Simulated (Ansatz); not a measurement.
CH7NOSi

Input

```
crystal:
  periodic: [false, false, false]
  atoms:
    - { symbol: Si, position_ang: [0.106336, 0.014492, 0.104665] }
    - { symbol: "N", position_ang: [0.728401, 0.169926, 1.748173] }
    - { symbol: H, position_ang: [0.206056, 0.536808, 2.532721] }
    - { symbol: H, position_ang: [1.411445, -0.513028, 2.043582] }
    - { symbol: H, position_ang: [1.350325, -0.622191, -0.31607] }
    - { symbol: H, position_ang: [-0.216707, 1.31879, -0.51123] }
    - { symbol: O, position_ang: [-1.262767, -0.88149, -0.146988] }
    - { symbol: C, position_ang: [-1.344436, -2.222088, 0.287032] }
    - { symbol: H, position_ang: [-0.923992, -2.353195, 1.293484] }
    - { symbol: H, position_ang: [-2.399223, -2.511372, 0.313453] }
    - { symbol: H, position_ang: [-0.814737, -2.892852, -0.402123] }
basis:
  gaussian: { orbitals: "6-31G*" }
hamiltonian:
  xc: pbe0
  dispersion: d4
relax:
  f_tol: 0.03
  max_steps: 50
output:
  orbitals: {}
```

Run with:

```sh
ansatz run input.yaml --threads 1 --pin off --max-ram 2048MiB --backend cpu --events-out ev --progress --plain --runs-dir out
```

The fields are those of the run's last geometry, not of the input's.

Theory: RKS PBE0-D4/6-31G* (Ansatz).

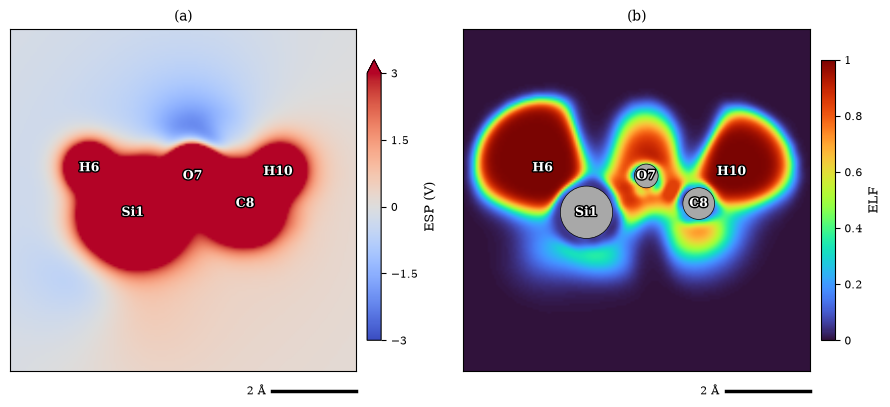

Figure 1. (a) electrostatic potential; (b) ELF on the plane of atoms Si1, O7 and C8. Grey discs cover the atomic cores in the ELF map.

Interpret the plot.

- The plane passes through Si, H, O and C nuclei.
- C–O (1.41 Å): the ELF peaks at about 0.85 between the atoms, as expected for a polar covalent bond.
- Si–O (1.66 Å): the ELF peaks at about 0.90 between the atoms (a polar covalent bond).
- C–H (1.09 Å): the ELF climbs to about 1 towards the hydrogen, as it does in any bond to H; an ordinary covalent bond to hydrogen.
- Si–H (1.48 Å): the ELF climbs to about 1 towards the hydrogen.
- The ELF also peaks beside O7, away from the bonds: lone-pair regions.
- Outside the dense part of the molecule the potential is most negative (−2.1 V) near O7.

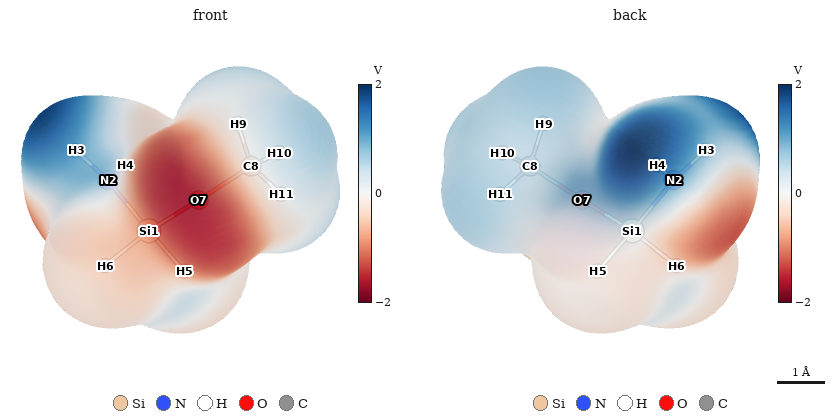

Figure 2. The electrostatic potential painted on the density surface at 0.002 e/bohr³, seen from the front and from behind; the colour scale runs from red (negative) to blue (positive).

Describe the electrostatic potential map.

The most negative region (about −1.6 V) lies over O7, the most positive (about +1.9 V) over H3 and H4. O7 is the likeliest acceptor of a hydrogen bond.

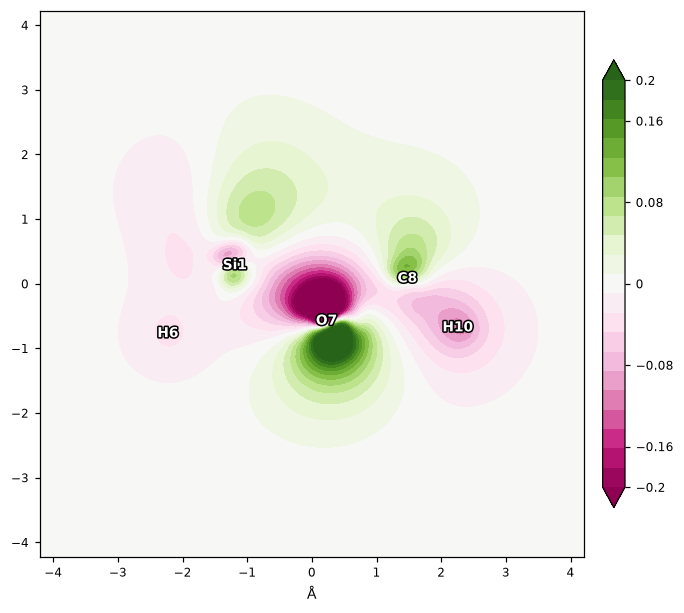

Figure 3. The HOMO−1 on the plane of atoms O7, C8 and H10 (values in Å⁻³ᐟ²; the overall sign is arbitrary).

Where does this orbital lie, and at what energy?

By Hirshfeld shares it lies mainly on O7 (about 50 %), C8 (about 10 %), Si1 (about 10 %), H5 (about 5 %), N2 (about 5 %) and H11 (about 5 %). Its energy is −7.91 eV.
